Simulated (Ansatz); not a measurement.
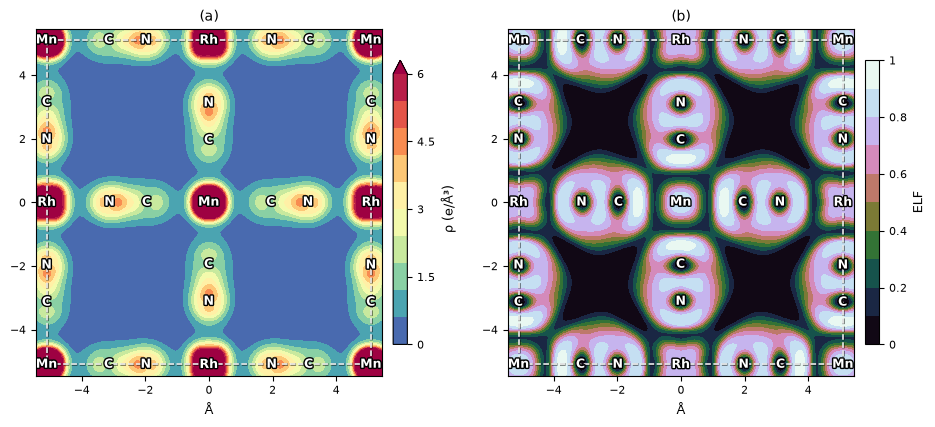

The picture shows: MnRhC6N6. (a) valence pseudo-density; (b) ELF on the (100) plane of the conventional cell.

Space group Fm-3m; a structure generated by program, which may or may not match a known phase; spin-polarised.

Level of theory: DFT PBE, scalar-relativistic, plane waves, PAW in Ansatz 0.2.0.

In a PAW calculation such maps are meaningful between the atoms, not at the nuclei.

MnRhC6N6, 56 atoms, a = 10.20 Å, b = 10.20 Å, c = 10.20 Å, α = 90.00°, β = 90.00°, γ = 90.00°.

Read the bonding off the picture.

- The plane passes through Mn, Rh, C and N nuclei.
- C–N (1.17 Å): ρ at the midpoint is about 3.4 e/Å³; the ELF peaks at about 0.85 between the atoms.
- Mn–C (1.95 Å): ρ is about 0.77 e/Å³ halfway; the ELF peaks at about 0.95 in the valence shell of C, 0.7 Å from its nucleus, and is about 0.35 at the midpoint.
- Rh–N (1.98 Å): the density is about 0.85 e/Å³ at the midpoint; the ELF peaks at about 0.90 in the valence shell of N, 0.6 Å from its nucleus, and is about 0.20 at the midpoint.
- The density dies away to nearly zero in the voids.
- The features right at Mn and Rh lie inside the PAW spheres, where the map follows smoothed inner orbitals and isn't to be read closely.

Which magnetic arrangement did the calculation end in?

Parallel moments, as they must be, since the calculation's own cell holds one magnetic site; site moments Mn: +1.5 μB (×4) in one cell of 56 atoms, with smaller moments on other sites: Rh (up to +0.09 μB).
